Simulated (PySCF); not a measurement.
**Run report: SF$_{6}$, geometry relaxation (part 2 of 2)**

The same run, continued: SF$_{6}$; HF/6-31G*, RHF (PySCF 2.14.0). The geometry comes from this level: GFN2-xTB symmetrised.

Geometry of the input (Å):
```
F  -0.5752  -1.3292  0.6565
S  0.0000  0.0000  0.0004
F  1.1832  0.0124  1.0623
F  -1.1831  -0.0128  -1.0625
F  0.5752  1.3292  -0.6565
F  -0.8933  0.8728  0.9843
F  0.8932  -0.8725  -0.9847
```

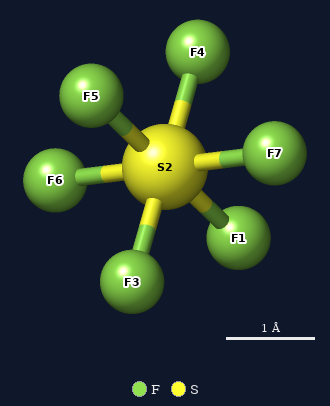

Figure 1. The geometry at step 5 of the log (ball-and-stick view, seen at a tilt; atoms are numbered from 1 in the order of the input).

**What the program printed, continued**
```
Geometry optimization cycle 8
Cartesian coordinates (Angstrom)
 Atom        New coordinates             dX        dY        dZ
   F  -0.563876  -1.299948   0.641834   -0.001172  0.000814 -0.000263
   S   0.000077  -0.000100   0.000082    0.000079 -0.000168  0.000136
   F   1.158278   0.013001   1.038267    0.000757  0.000422 -0.001459
   F  -1.157692  -0.012647  -1.038590   -0.000056  0.000093  0.001177
   F   0.563335   1.299948  -0.641790    0.000453 -0.000934  0.000427
   F  -0.874434   0.853088   0.962736   -0.000678 -0.001042 -0.000706
   F   0.874310  -0.853365  -0.962786    0.000617  0.000813  0.000688
converged SCF energy = -993.981218405669
--------------- RHF_Scanner gradients ---------------
         x                y                z
0 F    -0.0004864291     0.0000939746    -0.0001254725
1 S     0.0000923763    -0.0000969158     0.0001372256
2 F     0.0003381973     0.0002490348    -0.0003202184
3 F    -0.0001764874    -0.0001094266     0.0002896436
4 F     0.0002843440    -0.0001365248     0.0001228577
5 F    -0.0002687541    -0.0001768365    -0.0001312548
6 F     0.0002167529     0.0001766942     0.0000272189
----------------------------------------------
cycle 8: E = -993.981218406  dE = 2.38828e-07  norm(grad) = 0.00100903
Step    7 : Displace = 1.268e-03/1.697e-03 (rms/max) Trust = 8.588e-03 (=) Grad = 3.814e-04/5.281e-04 (rms/max) E (change) = -993.9812184057 (+2.388e-07) Quality = -0.094
Hessian Eigenvalues: 5.00000e-02 5.00000e-02 5.00000e-02 ... 5.32082e-01 1.38704e+00 2.22900e+00

Geometry optimization cycle 9
Cartesian coordinates (Angstrom)
 Atom        New coordinates             dX        dY        dZ
   F  -0.563029  -1.300093   0.642115    0.000846 -0.000145  0.000281
   S   0.000035  -0.000075   0.000023   -0.000042  0.000025 -0.000059
   F   1.157664   0.012498   1.038792   -0.000614 -0.000503  0.000525
   F  -1.157376  -0.012304  -1.039010    0.000317  0.000344 -0.000421
   F   0.562746   1.300069  -0.642061   -0.000589  0.000121 -0.000271
   F  -0.874024   0.853406   0.962776    0.000410  0.000318  0.000040
   F   0.873982  -0.853525  -0.962881   -0.000328 -0.000160 -0.000095
converged SCF energy = -993.981220457315
--------------- RHF_Scanner gradients ---------------
         x                y                z
0 F    -0.0001440294     0.0000608403    -0.0000082260
1 S     0.0000459547    -0.0000719823     0.0000705328
2 F     0.0000928304     0.0000537613    -0.0001394435
3 F    -0.0000185889     0.0000374389     0.0001130130
4 F     0.0000334975    -0.0000932775     0.0000326389
5 F    -0.0000878023    -0.0000840107    -0.0000978779
6 F     0.0000781381     0.0000972301     0.0000293626
----------------------------------------------
cycle 9: E = -993.981220457  dE = -2.05165e-06  norm(grad) = 0.000365937
Step    8 : Displace = 6.515e-04/9.517e-04 (rms/max) Trust = 6.340e-04 (-) Grad = 1.383e-04/1.759e-04 (rms/max) E (change) = -993.9812204573 (-2.052e-06) Quality = 0.808
Hessian Eigenvalues: 5.00000e-02 5.00000e-02 5.00000e-02 ... 5.32085e-01 1.85863e+00 2.36156e+00

Geometry optimization cycle 10
Cartesian coordinates (Angstrom)
 Atom        New coordinates             dX        dY        dZ
   F  -0.562676  -1.300414   0.641887    0.000353 -0.000321 -0.000228
   S   0.000009   0.000087  -0.000019   -0.000026  0.000161 -0.000041
   F   1.157432   0.012511   1.039323   -0.000232  0.000013  0.000531
   F  -1.157425  -0.012618  -1.039403   -0.000050 -0.000315 -0.000393
   F   0.562756   1.300527  -0.642175    0.000011  0.000458 -0.000114
   F  -0.873745   0.853832   0.963191    0.000278  0.000426  0.000415
   F   0.873647  -0.853947  -0.963051   -0.000335 -0.000423 -0.000170
converged SCF energy = -993.981220385043
--------------- RHF_Scanner gradients ---------------
         x                y                z
0 F    -0.0000373630    -0.0001588725    -0.0000392831
1 S     0.0000158802     0.0000758844     0.0000400955
2 F     0.0001130612     0.0000294855     0.0001432287
3 F    -0.0001274166    -0.0001214047    -0.0001592355
4 F     0.0000997174     0.0002279312    -0.0000644633
5 F    -0.0000674806     0.0001289811     0.0001785747
6 F     0.0000036013    -0.0001820050    -0.0000989170
----------------------------------------------
cycle 10: E = -993.981220385  dE = 7.22719e-08  norm(grad) = 0.000536981
```

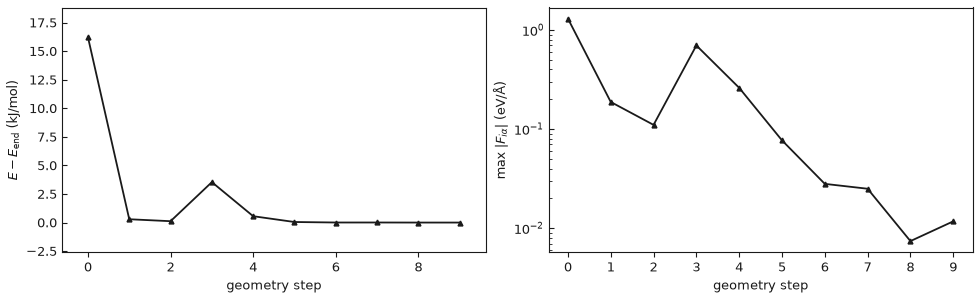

Figure 2. Progress of the relaxation, step by step (steps are counted from 0).

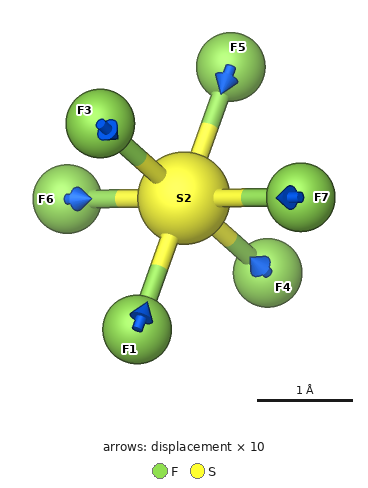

Figure 3. The starting structure with the displacements as blue arrows, magnified 10 times (ball-and-stick view, seen at a tilt). The two geometries are laid on each other by the best rigid fit. The largest moves after the best rigid fit, 0.035 Å, are those of F1, F3, F4, F5, F6 and F7. S stays in place. Among the contacts that change: F1–S2 1.590 → 1.556 Å. Over 9 geometry steps the energy falls by 16.2 kJ/mol. Largest force component: 1.3 eV/Å at the start, 0.012 eV/Å at the end. (Atoms are counted from 1 in the order of the input.)

```
Step    9 : Displace = 5.175e-04/6.571e-04 (rms/max) Trust = 8.966e-04 (+) Grad = 2.030e-04/2.570e-04 (rms/max) E (change) = -993.9812203850 (+7.227e-08) Quality = -0.169
Hessian Eigenvalues: 5.00000e-02 5.00000e-02 5.00000e-02 ... 5.32085e-01 1.85863e+00 2.36156e+00
Converged! =D

converged: True
F          -0.56267598       -1.30041386        0.64188711
S           0.00000901        0.00008676       -0.00001860
F           1.15743219        0.01251099        1.03932280
F          -1.15742508       -0.01261819       -1.03940327
F           0.56275648        1.30052684       -0.64217536
F          -0.87374549        0.85383188        0.96319130
F           0.87364689       -0.85394743       -0.96305097
converged SCF energy = -993.981220385035
total energy: -993.98122039 hartree
frequencies (1/cm) [ 366.5  366.7  366.8  544.9  545.   545.   641.6  641.7  641.8  736.8
  736.8  843.2 1100.4 1100.4 1100.5]
temperature 298.1500 [K]
pressure 101325.00 [Pa]
Rotational constants [GHz] 2.74847 2.74777 2.74765
Symmetry number 8
Zero-point energy (ZPE) 0.02342 [Eh]   61476.915 [J/mol]
                           tot       elec      trans        rot        vib
Entropy [J/mol/K]       296.404      0.000    170.904     96.266     29.234
Cv [J/mol/K]             82.895      0.000     12.472     12.472     57.952
Cp [J/mol/K]             91.209      0.000     20.786     12.472     57.952
Internal energy [J/mol]                      3718.434   3718.434  67679.815
Internal energy [Eh]   -993.95261  -993.98122
Enthalpy [J/mol]                             6197.391   3718.434  67679.815
Enthalpy [Eh]          -993.95167
Gibbs free energy [J/mol]                  -44757.674 -24983.156  58963.721
Gibbs free energy [Eh] -993.98533
```

**Trajectory as extended XYZ (Å, eV, eV/Å), 10 frames, from step=0 to step=9**
```
7
Properties=species:S:1:pos:R:3:forces:R:3 step=0 energy=-27047.43872
F    -0.5752   -1.3292    0.6565    0.5642   1.3034  -0.6415
S     0.0000    0.0000    0.0004   -0.0003  -0.0033  -0.0361
F     1.1832    0.0124    1.0623   -1.1595  -0.0098  -1.0374
F    -1.1831   -0.0128   -1.0625    1.1620   0.0141   1.0499
F     0.5752    1.3292   -0.6565   -0.5651  -1.3048   0.6502
F    -0.8933    0.8728    0.9843    0.8762  -0.8554  -0.9599
F     0.8932   -0.8725   -0.9847   -0.8775   0.8558   0.9747
7
Properties=species:S:1:pos:R:3:forces:R:3 step=1 energy=-27047.60390
F    -0.5643   -1.3041    0.6437    0.0806   0.1858  -0.0858
S     0.0000    0.0000    0.0000    0.0018   0.0019  -0.0107
F     1.1605    0.0129    1.0423   -0.1581  -0.0113  -0.1472
F    -1.1607   -0.0127   -1.0424    0.1665   0.0078   0.1532
F     0.5644    1.3041   -0.6438   -0.0824  -0.1881   0.0861
F    -0.8758    0.8562    0.9659    0.1135  -0.1225  -0.1380
F     0.8761   -0.8563   -0.9659   -0.1219   0.1264   0.1424
7
Properties=species:S:1:pos:R:3:forces:R:3 step=2 energy=-27047.60567
F    -0.5613   -1.2978    0.6457   -0.0312  -0.0551  -0.0519
S     0.0002    0.0005    0.0001   -0.0106  -0.0306  -0.0069
F     1.1590    0.0069    1.0369   -0.0152   0.1104   0.0496
F    -1.1577   -0.0090   -1.0378    0.0019  -0.0728  -0.0466
F     0.5621    1.2995   -0.6440    0.0204   0.0348   0.0498
F    -0.8784    0.8516    0.9601    0.0807   0.0567   0.0589
F     0.8761   -0.8517   -0.9613   -0.0461  -0.0433  -0.0528
7
Properties=species:S:1:pos:R:3:forces:R:3 step=3 energy=-27047.57024
F    -0.5654   -1.3025    0.6205   -0.0475  -0.1953   0.4834
S    -0.0007   -0.0023   -0.0002    0.0406   0.1341   0.0176
F     1.1422    0.0371    1.0424    0.4945  -0.5165   0.1357
F    -1.1475   -0.0280   -1.0384   -0.4304   0.3438  -0.1597
F     0.5612    1.2945   -0.6297    0.1058   0.2942  -0.4524
F    -0.8467    0.8575    0.9692   -0.6993   0.0405   0.0695
F     0.8568   -0.8564   -0.9641    0.5363  -0.1009  -0.0941
7
Properties=species:S:1:pos:R:3:forces:R:3 step=4 energy=-27047.60115
F    -0.5638   -1.3013    0.6337   -0.0108  -0.0597   0.1864
S    -0.0002   -0.0007   -0.0001    0.0118   0.0396   0.0040
F     1.1517    0.0224    1.0407    0.1744  -0.2051   0.0352
F    -1.1533   -0.0195   -1.0395   -0.1591   0.1524  -0.0425
F     0.5625    1.2987   -0.6366    0.0307   0.0933  -0.1766
F    -0.8632    0.8556    0.9657   -0.2612   0.0012   0.0103
F     0.8663   -0.8552   -0.9641    0.2142  -0.0217  -0.0168
7
Properties=species:S:1:pos:R:3:forces:R:3 step=5 energy=-27047.60641
F    -0.5626   -1.2997    0.6400   -0.0177  -0.0492   0.0555
S     0.0000   -0.0002    0.0000    0.0025   0.0102   0.0008
F     1.1555    0.0144    1.0389    0.0673  -0.0409   0.0372
F    -1.1559   -0.0137   -1.0386   -0.0657   0.0275  -0.0393
F     0.5622    1.2990   -0.6408    0.0240   0.0590  -0.0530
F    -0.8711    0.8535    0.9629   -0.0770   0.0245   0.0305
F     0.8719   -0.8534   -0.9626    0.0667  -0.0311  -0.0318
7
Properties=species:S:1:pos:R:3:forces:R:3 step=6 energy=-27047.60686
F    -0.5627   -1.3008    0.6421    0.0070   0.0244  -0.0068
S     0.0000    0.0001   -0.0001    0.0002  -0.0036  -0.0002
F     1.1575    0.0126    1.0397   -0.0158  -0.0038  -0.0227
F    -1.1576   -0.0127   -1.0398    0.0187   0.0081   0.0230
F     0.5629    1.3009   -0.6422   -0.0110  -0.0280   0.0086
F    -0.8738    0.8541    0.9634    0.0089  -0.0179  -0.0217
F     0.8737   -0.8542   -0.9635   -0.0080   0.0208   0.0198
7
Properties=species:S:1:pos:R:3:forces:R:3 step=7 energy=-27047.60686
F    -0.5639   -1.2999    0.6418    0.0250  -0.0048   0.0065
S     0.0001   -0.0001    0.0001   -0.0047   0.0050  -0.0071
F     1.1583    0.0130    1.0383   -0.0174  -0.0128   0.0165
F    -1.1577   -0.0126   -1.0386    0.0091   0.0056  -0.0149
F     0.5633    1.2999   -0.6418   -0.0146   0.0070  -0.0063
F    -0.8744    0.8531    0.9627    0.0138   0.0091   0.0067
F     0.8743   -0.8534   -0.9628   -0.0111  -0.0091  -0.0014
7
Properties=species:S:1:pos:R:3:forces:R:3 step=8 energy=-27047.60691
F    -0.5630   -1.3001    0.6421    0.0074  -0.0031   0.0004
S     0.0000   -0.0001    0.0000   -0.0024   0.0037  -0.0036
F     1.1577    0.0125    1.0388   -0.0048  -0.0028   0.0072
F    -1.1574   -0.0123   -1.0390    0.0010  -0.0019  -0.0058
F     0.5627    1.3001   -0.6421   -0.0017   0.0048  -0.0017
F    -0.8740    0.8534    0.9628    0.0045   0.0043   0.0050
F     0.8740   -0.8535   -0.9629   -0.0040  -0.0050  -0.0015
7
Properties=species:S:1:pos:R:3:forces:R:3 step=9 energy=-27047.60691
F    -0.5627   -1.3004    0.6419    0.0019   0.0082   0.0020
S     0.0000    0.0001    0.0000   -0.0008  -0.0039  -0.0021
F     1.1574    0.0125    1.0393   -0.0058  -0.0015  -0.0074
F    -1.1574   -0.0126   -1.0394    0.0066   0.0062   0.0082
F     0.5628    1.3005   -0.6422   -0.0051  -0.0117   0.0033
F    -0.8737    0.8538    0.9632    0.0035  -0.0066  -0.0092
F     0.8736   -0.8539   -0.9631   -0.0002   0.0094   0.0051
```

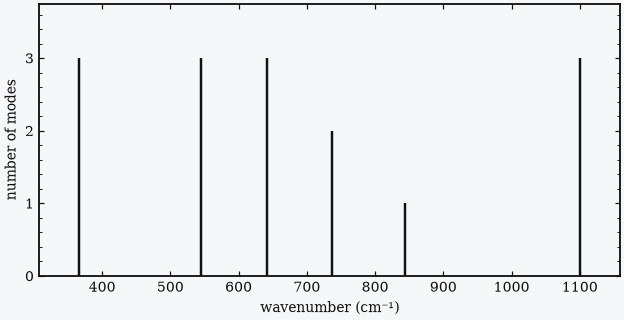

Figure 4. Harmonic vibrational wavenumbers from the force constants; neighbouring modes closer than 3 cm⁻¹ are counted in one stick. 15 modes from 366 to 1100 cm⁻¹, none imaginary.

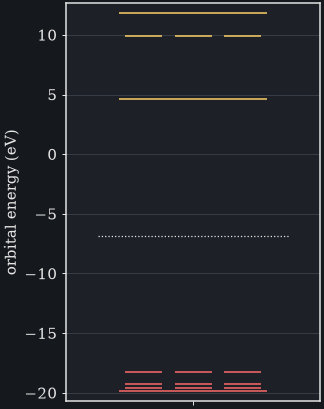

Figure 5. Orbital energies near the frontier; the dotted line parts filled from empty levels, and levels within 0.02 eV of each other stand side by side. Highest filled −18.29 eV, lowest empty 4.66 eV, 22.95 eV apart.
